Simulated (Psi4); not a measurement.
# doublet SiCNCl2F+ at 3 levels

Wanted: a comparison of 3 runs (U-wB97M-V/cc-pVDZ, UB3LYP/cc-pVDZ, UBHLYP/cc-pVDZ) of doublet SiCNCl2F+. 

The results are computed with Psi4 1.11.

## Step 1: The structure to begin with

The species is SiCNCl2F+ (6 atoms), meant as a doublet with charge +1. As SMILES of the parent species, `N#C[Si](F)(Cl)Cl`. The shape is that of a PBE0-D4/def2-TZVP optimisation. That shape belongs to the parent species and isn't relaxed for this state.

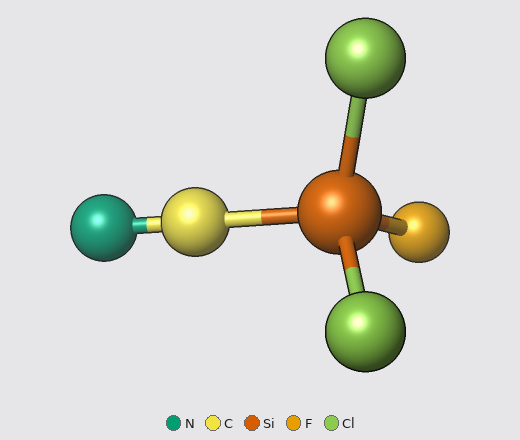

Viewed from a chosen angle; nitrogen teal, carbon yellow, silicon orange, fluorine amber, chlorine green.

## Step 2: The energy at U-wB97M-V/cc-pVDZ (run 1)

File ccl2fnsi.py:

```python
import psi4

psi4.set_memory('2200 MB')
psi4.set_num_threads(1)
psi4.core.set_output_file('output.dat', False)

mol = psi4.geometry("""
1 2
N      1.752600    -1.361000     1.114200
C      0.923100    -0.763300     0.585900
Si    -0.381900     0.210300    -0.249400
F     -1.471500    -0.801900    -0.758800
Cl     0.422900     1.177100    -1.812500
Cl    -1.203100     1.474700     1.074300
symmetry c1
no_reorient
no_com
""")

options = {'reference': 'uks', 'puream': True, 'e_convergence': 1e-09, 'd_convergence': 1e-08, 'scf_type': 'pk', 'dft_radial_points': 99, 'dft_spherical_points': 590, 'maxiter': 100}
psi4.set_options(options)

energy_value, wavefunction = psi4.energy("wb97m-v/cc-pVDZ", return_wfn=True)
print(f'total energy {energy_value:.8f} hartree = {energy_value * 27.211386:.5f} eV')
```

Command:

```bash
$ python ccl2fnsi.py
```

output.dat:

```text
[...]
  Running in c1 symmetry.
[...]
  Nuclear repulsion =  414.637220120483050
[...]
  Multiplicity = 2
[...]
  Nalpha       = 35
  Nbeta        = 34
[...]
    Number of basis functions: 96
[...]
   @UKS iter   1: -1402.04114114815593   -1.40332e-02   5.52722e-03 ADIIS/DIIS
[...]
   @UKS iter  30: -1402.19191303696175   -5.75255e-11   8.91109e-09 DIIS
[...]
   @S^2 Observed:                7.604602276E-01
[...]
    Orbital Energies [Eh]
    ---------------------
    Alpha Occupied:
       1A   -102.186180     2A   -102.186102     3A    -66.802827
       4A    -25.152491     5A    -14.782124     6A    -10.621174
       7A     -9.951891     8A     -9.951814     9A     -7.656736
      10A     -7.656653    11A     -7.651690    12A     -7.651616
      13A     -7.645564    14A     -7.645491    15A     -5.818936
      16A     -4.133905    17A     -4.133829    18A     -4.131866
      19A     -1.567353    20A     -1.281115    21A     -1.264109
      22A     -1.240233    23A     -0.958177    24A     -0.853789
      25A     -0.823047    26A     -0.818938    27A     -0.766188
      28A     -0.755057    29A     -0.739915    30A     -0.722033
      31A     -0.721201    32A     -0.702127    33A     -0.691733
      34A     -0.684710    35A     -0.679097
[...]
  @UKS Final Energy: -1402.19191303696175
   => Energetics <=
    Nuclear Repulsion Energy =            414.6372201204830503
    One-Electron Energy =               -2744.8870346057456118
    Two-Electron Energy =                1003.9180978653680540
    DFT Exchange-Correlation Energy =     -76.1445695609648965
    Empirical Dispersion Energy =           0.0000000000000000
    VV10 Nonlocal Energy =                  0.2843731438977251
    Total Energy =                      -1402.1919130369617505
  UHF NO Occupations:
  HONO-2 :   33  A 1.9978210
  HONO-1 :   34  A 1.9972804
[...]
 Multipole Moments:
 ------------------------------------------------------------------------------------
     Multipole            Electronic (a.u.)      Nuclear  (a.u.)        Total (a.u.)
 ------------------------------------------------------------------------------------
 L = 1.  Multiply by 2.5417464519 to convert [e a0] to [Debye]
 Dipole X            :         26.0997459          -26.5444160           -0.4446701
 Dipole Y            :        -48.7069893           50.4573883            1.7503990
 Dipole Z            :         21.3810623          -21.8365413           -0.4554790
 Magnitude           :                                                    1.8625491
[...]
```

On the terminal:

```text
total energy -1402.19191304 hartree = -38155.58539 eV
```

Wall time 6.6 min (1 thread of AMD EPYC 7R43 (Zen 3), shared host); peak memory 1.5 GiB.

## Step 3: The energy at UB3LYP/cc-pVDZ (run 2)

File job.json:

```json
{
  "schema_name": "qcschema_input",
  "schema_version": 1,
  "molecule": {
    "schema_name": "qcschema_molecule",
    "schema_version": 2,
    "symbols": ["N", "C", "Si", "F", "Cl", "Cl"],
    "geometry": [3.31193401, -2.57191726, 2.10553285, 1.74440619, -1.44242795, 1.10719054, -0.72168641, 0.3974094, -0.4712977, -2.78073199, -1.51537138, -1.43392418, 0.79916518, 2.22439662, -3.4251286, -2.2735295, 2.78677912, 2.03013278],
    "molecular_charge": 1,
    "molecular_multiplicity": 2,
    "fix_symmetry": "c1"
  },
  "driver": "energy",
  "model": {
    "method": "b3lyp",
    "basis": "cc-pVDZ"
  },
  "keywords": {
    "reference": "uks",
    "puream": true,
    "e_convergence": 1e-09,
    "d_convergence": 1e-08,
    "scf_type": "pk",
    "dft_radial_points": 99,
    "dft_spherical_points": 590,
    "maxiter": 100,
    "scf_properties": ["WIBERG_LOWDIN_INDICES", "DIPOLE", "MAYER_INDICES"]
  }
}
```

Command:

```bash
$ psi4 --qcschema job.json -n 1 --memory 2200MB
```

stdout:

```text
[...]
  Running in c1 symmetry.
[...]
  Nuclear repulsion =  414.637220101123148
[...]
  Multiplicity = 2
[...]
  Nalpha       = 35
  Nbeta        = 34
[...]
    Number of basis functions: 96
[...]
   @UKS iter   1: -1402.16362852373618    2.84888e-01   6.05181e-03 DIIS/ADIIS
[...]
   @UKS iter  23: -1402.34694021605856    2.95586e-12   8.23613e-09 DIIS
[...]
   @S^2 Observed:                7.561458728E-01
[...]
    Orbital Energies [Eh]
    ---------------------
    Alpha Occupied:
       1A   -101.835680     2A   -101.835661     3A    -66.520303
       4A    -24.931517     5A    -14.611996     6A    -10.473219
       7A     -9.754592     8A     -9.754555     9A     -7.515205
      10A     -7.515185    11A     -7.512411    12A     -7.512395
      13A     -7.505652    14A     -7.505637    15A     -5.656277
      16A     -4.016002    17A     -4.015969    18A     -4.014236
      19A     -1.435093    20A     -1.180751    21A     -1.136239
      22A     -1.112604    23A     -0.849870    24A     -0.747837
      25A     -0.714447    26A     -0.708943    27A     -0.659316
      28A     -0.650558    29A     -0.636195    30A     -0.623491
      31A     -0.616913    32A     -0.605316    33A     -0.600822
      34A     -0.593371    35A     -0.593361
[...]
  @UKS Final Energy: -1402.34694021605856
   => Energetics <=
    Nuclear Repulsion Energy =            414.6372201011231482
    One-Electron Energy =               -2745.4543179862425859
    Two-Electron Energy =                1009.0527911570949300
    DFT Exchange-Correlation Energy =     -80.5826334880342330
    Empirical Dispersion Energy =           0.0000000000000000
    VV10 Nonlocal Energy =                  0.0000000000000000
    Total Energy =                      -1402.3469402160587833
  UHF NO Occupations:
  HONO-2 :   33  A 1.9991246
  HONO-1 :   34  A 1.9982208
[...]
 Multipole Moments:
 ------------------------------------------------------------------------------------
     Multipole            Electronic (a.u.)      Nuclear  (a.u.)        Total (a.u.)
 ------------------------------------------------------------------------------------
 L = 1.  Multiply by 2.5417464519 to convert [e a0] to [Debye]
 Dipole X            :         -1.3691053            1.5047054            0.1356001
 Dipole Y            :          1.3697759           -0.5990593            0.7707167
 Dipole Z            :         -0.9120961            0.9091388           -0.0029574
 Magnitude           :                                                    0.7825601
[...]
```

The result, in JSON:

```text
{
 "driver": "energy",
 "model": {
  "method": "b3lyp",
  "basis": "cc-pVDZ"
 },
 "success": true,
 "return_result": -1402.3469402160586,
 "properties": {
  "calcinfo_nbasis": 96,
  "calcinfo_nmo": 96,
  "calcinfo_nalpha": 35,
  "calcinfo_nbeta": 34,
  "calcinfo_natom": 6,
  "nuclear_repulsion_energy": 414.63722010112315,
  "return_energy": -1402.3469402160586,
  "scf_one_electron_energy": -2745.4543179862426,
  "scf_two_electron_energy": 1009.0527911570949,
  "scf_xc_energy": -80.58263348803423,
  "scf_dipole_moment": [0.13560010683453694, 0.7707166964107548, -0.002957376168100767],
  "scf_total_energy": -1402.3469402160586,
  "scf_iterations": 23
 }
}
```

It took 67 s on 1 thread of AMD EPYC 7R43 (Zen 3), shared host; peak memory 1.2 GiB.

## Step 4: The energy at UBHLYP/cc-pVDZ (run 3)

File ccl2fnsi.dat:

```
memory 2200 mb

molecule {
  1 2
  N      1.752600    -1.361000     1.114200
  C      0.923100    -0.763300     0.585900
  Si    -0.381900     0.210300    -0.249400
  F     -1.471500    -0.801900    -0.758800
  Cl     0.422900     1.177100    -1.812500
  Cl    -1.203100     1.474700     1.074300
  symmetry c1
  no_reorient
  no_com
}

set basis cc-pVDZ
set reference uks
set puream true
set e_convergence 1e-09
set d_convergence 1e-08
set scf_type pk
set dft_radial_points 99
set dft_spherical_points 590
set maxiter 100

energy('bhhlyp')
```

Command:

```bash
$ psi4 ccl2fnsi.dat ccl2fnsi.out -n 1
```

ccl2fnsi.out:

```text
[...]
  Running in c1 symmetry.
[...]
  Nuclear repulsion =  414.637220120483050
[...]
  Multiplicity = 2
[...]
  Nalpha       = 35
  Nbeta        = 34
[...]
    Number of basis functions: 96
[...]
   @UKS iter   1: -1402.05973757565971    7.56663e-02   5.43086e-03 DIIS/ADIIS
[...]
   @UKS iter  28: -1402.20473922997098   -1.36424e-11   9.27780e-09 DIIS
[...]
   @S^2 Observed:                7.704100781E-01
[...]
    Orbital Energies [Eh]
    ---------------------
    Alpha Occupied:
       1A   -103.106002     2A   -103.105897     3A    -67.550088
       4A    -25.549272     5A    -15.102084     6A    -10.885477
       7A    -10.183953     8A    -10.183849     9A     -7.835984
      10A     -7.835871    11A     -7.830875    12A     -7.830776
      13A     -7.825651    14A     -7.825553    15A     -5.993980
      16A     -4.258868    17A     -4.258669    18A     -4.257200
      19A     -1.593154    20A     -1.313010    21A     -1.253753
      22A     -1.228668    23A     -0.936456    24A     -0.831376
      25A     -0.792887    26A     -0.788434    27A     -0.745648
      28A     -0.726248    29A     -0.709034    30A     -0.688789
      31A     -0.686670    32A     -0.675908    33A     -0.669750
      34A     -0.658171    35A     -0.655560
[...]
  @UKS Final Energy: -1402.20473922997098
   => Energetics <=
    Nuclear Repulsion Energy =            414.6372201204830503
    One-Electron Energy =               -2745.1829151459319291
    Two-Electron Energy =                 979.6861857095507276
    DFT Exchange-Correlation Energy =     -51.3452299140729096
    Empirical Dispersion Energy =           0.0000000000000000
    VV10 Nonlocal Energy =                  0.0000000000000000
    Total Energy =                      -1402.2047392299709827
  UHF NO Occupations:
  HONO-2 :   33  A 1.9973772
  HONO-1 :   34  A 1.9933029
[...]
 Multipole Moments:
 ------------------------------------------------------------------------------------
     Multipole            Electronic (a.u.)      Nuclear  (a.u.)        Total (a.u.)
 ------------------------------------------------------------------------------------
 L = 1.  Multiply by 2.5417464519 to convert [e a0] to [Debye]
 Dipole X            :         26.3175303          -26.5444160           -0.2268857
 Dipole Y            :        -48.9199730           50.4573883            1.5374153
 Dipole Z            :         21.5254241          -21.8365413           -0.3111172
 Magnitude           :                                                    1.5849028
[...]
```

Wall time 70 s (1 thread of AMD EPYC 7R43 (Zen 3), shared host); peak memory 1.2 GiB.

## Step 5: All runs side by side

```csv
run,level,properties,energy (Eh),HOMO energy (eV),LUMO energy (eV),⟨S²⟩,wall time
1,U-wB97M-V/cc-pVDZ,–,-1402.191913,-17.65,-12.97,0.760,6.6 min
2,UB3LYP/cc-pVDZ,"(wiberg, dipole, mayer)",-1402.346940,-15.64,-14.36,0.756,67 s
3,UBHLYP/cc-pVDZ,–,-1402.204739,-16.56,-13.80,0.770,70 s
```

## Step 6: Summary of results

| quantity | value |
| --- | --- |
| run 3: total energy | -1402.20474 Eh |
| run 3: HOMO energy (highest over α and β) | -16.56 eV |
| run 3: LUMO energy (lowest over α and β) | -13.80 eV |
| run 3: ⟨S²⟩ | 0.770 |

In words: Totals of different functionals can't be ranked against each other. All runs together took 8.8 min, the longest 6.6 min.
